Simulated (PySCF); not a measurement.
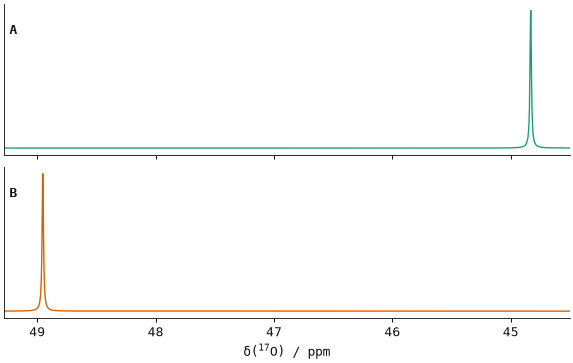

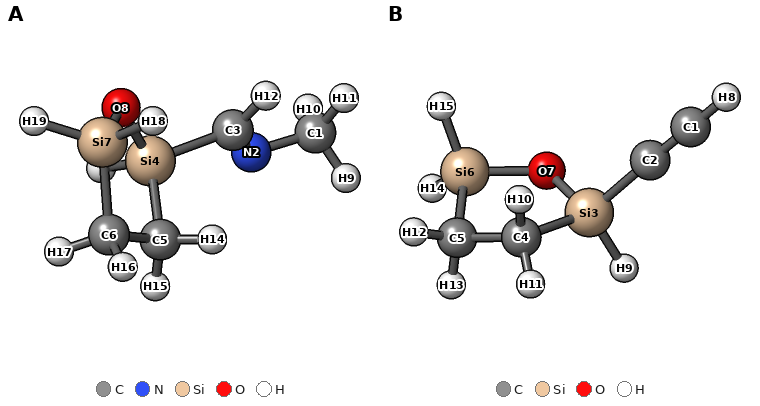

Related molecules: A is C₄H₁₁NOSi₂, SMILES C/N=C/[Si@H]1CC[SiH2]O1; B is C₄H₈OSi₂, SMILES C#C[Si@H]1CC[SiH2]O1. GIAO ¹⁷O shifts against H₂O (¹⁷O: a single water molecule, while the usual scale starts at liquid water and gives values some tens of ppm lower), PBE0/pcSseg-1, PySCF 2.14.0, at a PBE0-D3(BJ)/def2-SVP geometry (no frequency check); fully decoupled, line heights follow the number of nuclei within a panel, widths are arbitrary (no quadrupolar broadening); values of one conformer, averaged over methyl-type rotors and exact or near symmetry; other conformers aren't averaged in.

### How does the ¹⁷O shift respond?

From A (44.8 ppm) to B (49.0 ppm) the nucleus is deshielded by 4.1 ppm.
